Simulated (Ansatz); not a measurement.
# CH$_{8}$N$_{2}$Si$_{2}$ (SMILES N=C([SiH3])[SiH2]N): what the fields show

Input

```
crystal:
  periodic: [false, false, false]
  atoms:
    - { symbol: "N", position_ang: [-0.3141, 1.248, 1.126] }
    - { symbol: C, position_ang: [-0.1496, 0.1507, 0.5298] }
    - { symbol: Si, position_ang: [-0.2603, -1.5184, 1.3375] }
    - { symbol: Si, position_ang: [0.3688, 0.0825, -1.2976] }
    - { symbol: "N", position_ang: [0.3472, 1.6416, -1.9741] }
    - { symbol: H, position_ang: [-0.5925, 1.1922, 2.1097] }
    - { symbol: H, position_ang: [1.1047, -2.2245, 1.2909] }
    - { symbol: H, position_ang: [-1.2235, -2.369, 0.7224] }
    - { symbol: H, position_ang: [-0.5769, -1.3419, 2.8298] }
    - { symbol: H, position_ang: [1.6377, -0.5166, -1.4811] }
    - { symbol: H, position_ang: [-0.7305, -0.678, -2.0452] }
    - { symbol: H, position_ang: [-0.5368, 2.0872, -1.7353] }
    - { symbol: H, position_ang: [0.9461, 2.2114, -1.3981] }
basis:
  gaussian:
    orbitals: "6-31G*"
correlation:
  method: mp2
output:
  orbitals: {}
```

Launched as:

```sh
python ch8n2si2_energy.py
```

The fields and orbitals are those of the mean-field reference, not of the correlated method.

All numbers below come from Ansatz 0.2.0, MP2, Gaussian basis.

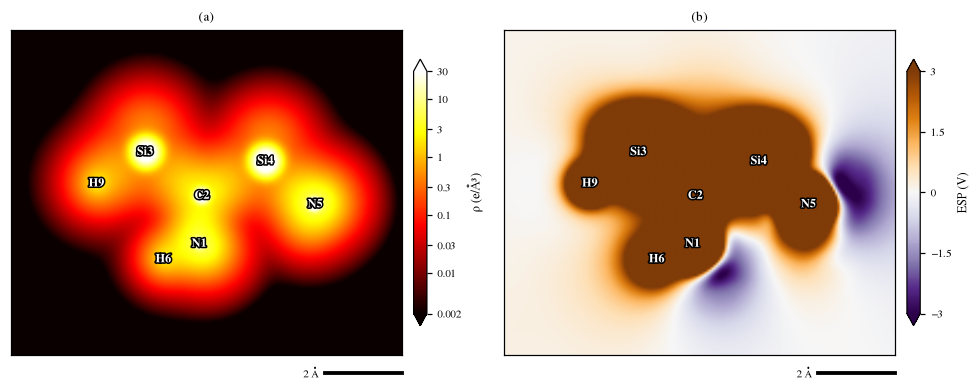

Figure 1. (a) total electron density; (b) electrostatic potential on the plane of atoms C2, Si4 and N5.

**Read the bonding off the picture.**

- Atoms in the plane: N, C, Si and H.
- C–N (1.26 Å): the density is about 2.9 e/Å³ at the midpoint.
- Si–N (1.70 Å): ρ at the midpoint is about 1.2 e/Å³.
- C–Si (1.86 Å): the density is about 1.1 e/Å³ at the midpoint.
- N–H (1.02 Å): ρ is about 2.8 e/Å³ halfway.
- C–Si (1.90 Å): ρ is about 0.99 e/Å³ halfway.
- Outside the dense part of the molecule the potential is most negative (−3.1 V) near N5.

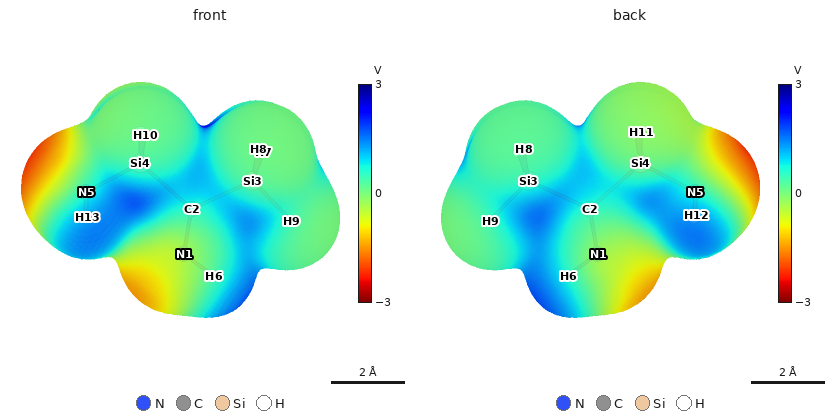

Figure 2. The molecular electrostatic potential painted on the density surface at 0.002 e/bohr³, seen from the front and from behind; the colour scale runs from red (negative) to blue (positive).

**Which sites attract a positive test charge, and which a negative one?**

A positive charge is drawn to the negative regions and a negative charge to the positive ones. The most negative region (about −2.1 V) lies over N5, the most positive (about +2.1 V) over Si3 and Si4. N5 is the likeliest acceptor of a hydrogen bond.

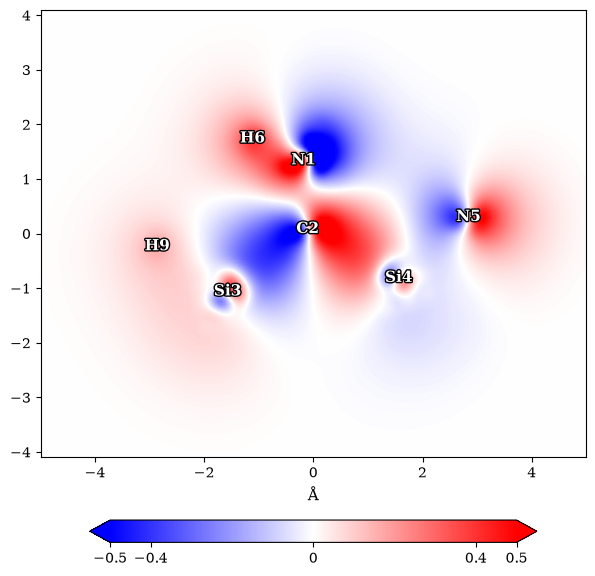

Figure 3. The HOMO on the plane of atoms N1, C2 and Si3 (values in Å⁻³ᐟ²; the overall sign is arbitrary).

**Describe this orbital and give its energy.**

It lies mainly on N1 (about 30 %), C2 (about 25 %), Si3 (about 15 %), Si4 (about 10 %) and N5 (about 10 %). Its energy is −9.84 eV.
